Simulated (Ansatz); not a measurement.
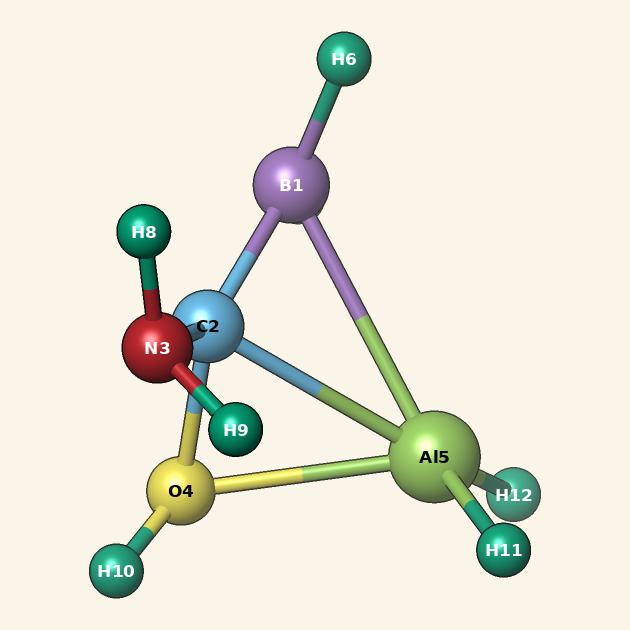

C2 lies behind N3. The molecule seen a little off the N3–C2 bond, N3 in front. Depth is shown by fading: the farther an atom, the more it takes the colour of the background. The geometry was computed by an optimisation with PBE0-D4/def2-TZVP. No frequency run is at hand to confirm it as a minimum.

What is the torsion angle H8–N3–C2–Al5? The sign is positive where the front bond must turn clockwise to cover the back bond.

Answer. 126°, anticlinal.
